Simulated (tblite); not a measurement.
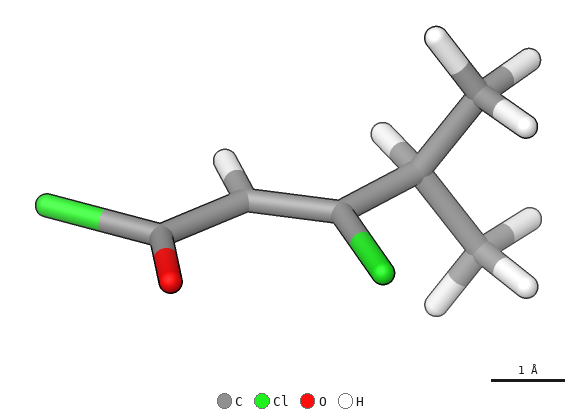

C6H8Cl2O, before the relaxation. The picture is a stick view, seen from a free direction.

Theory: GFN2-xTB geometry optimisation, gas phase (tblite 0.8.0).

```xyz
17

C    -1.5776    1.1507   -0.4187
C    -0.7695   -0.1193   -0.2297
C    -1.5810   -1.2025    0.4964
C     0.5600    0.1513    0.4684
Cl    0.4380    0.7666    2.0966
C     1.7305   -0.0943   -0.1338
C     3.1194    0.1154    0.4029
O     3.3220    0.5533    1.5385
Cl    4.4178   -0.3216   -0.6989
H    -1.9434    1.5654    0.5375
H    -0.9999    1.9230   -0.9277
H    -2.4719    0.9456   -1.0331
H    -0.5588   -0.5122   -1.2157
H    -2.4681   -1.4612   -0.1045
H    -1.9465   -0.8541    1.4758
H    -1.0065   -2.1118    0.6498
H     1.7285   -0.4825   -1.1406
```

**Where does the relaxation end?**

The largest move after the best rigid fit is that of C7, 0.14 Å. Largest moves by element: C 0.14 Å, H 0.13 Å, Cl 0.11 Å, O 0.07 Å. Near-neighbour distances that change, for instance: C6–C7 1.504 → 1.446 Å, C7–O8 1.234 → 1.189 Å, C4–Cl5 1.745 → 1.704 Å, C7–Cl9 1.758 → 1.786 Å. Bond angles that change, for instance: C6–C7–O8 122.0° → 130.2°, C6–C7–Cl9 115.1° → 110.6°, C4–C6–C7 128.4° → 124.3°. The energy falls by 6.27 kcal/mol in 49 geometry steps.

The structure at the end:

```xyz
17

C    -1.5692    1.1528   -0.4109
C    -0.7687   -0.1445   -0.2728
C    -1.5721   -1.1931    0.5003
C     0.5379    0.1216    0.4166
Cl    0.4278    0.7370    2.0014
C     1.7317   -0.1052   -0.1631
C     3.0068    0.1404    0.4736
O     3.2557    0.5615    1.5573
Cl    4.3503   -0.2871   -0.6223
H    -1.8150    1.5524    0.5690
H    -0.9982    1.8975   -0.9598
H    -2.4925    0.9573   -0.9496
H    -0.5470   -0.5329   -1.2712
H    -2.4950   -1.4116   -0.0303
H    -1.8192   -0.8251    1.4923
H    -1.0026   -2.1137    0.6005
H     1.7623   -0.4957   -1.1678
```

The end point in the same view:

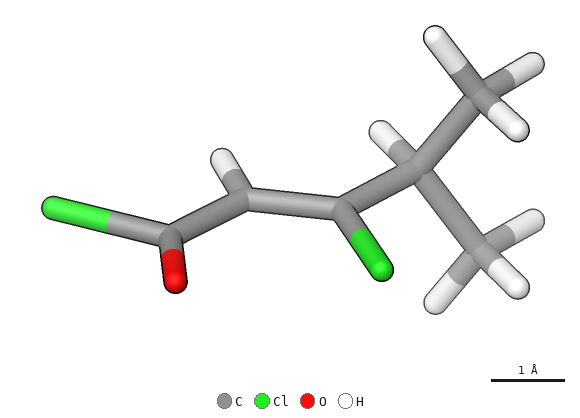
